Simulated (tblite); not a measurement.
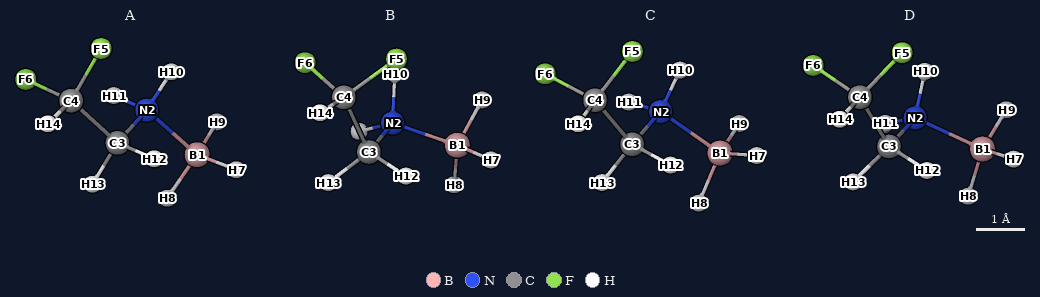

4 geometries from one relaxation of C$_{2}$H$_{8}$BF$_{2}$N, in shuffled order. Style: ball-and-stick. Shown from a free direction.

The calculation used GFN2-xTB geometry optimisation, gas phase in tblite 0.8.0. 

Q: Order the frames from highest to lowest energy.

A: B, D, C, A. They are steps 0, 26, 43, 104, at +0.760 eV, +0.155 eV, +0.046 eV relative to the last. After 104 geometry steps the energy has fallen by 0.760 eV. The largest moves after the best rigid fit, 0.86 Å, are those of H10 and H11. By element the largest moves are H 0.86 Å, F 0.81 Å, N 0.44 Å, B 0.31 Å, C 0.28 Å. Among the contacts that change: B1–N2 1.519 → 1.651 Å, C4–F5 1.404 → 1.357 Å, N2–H10 1.058 → 1.017 Å, N2–H11 1.046 → 1.017 Å. Among the angles between lasting bonds that change: N2–B1–H7 113.8° → 105.8°, H7–B1–H9 105.3° → 113.2°, N2–C3–C4 104.8° → 111.8°. Groups turn about N2–C3 by about 45°, B1–N2 by about 35°.
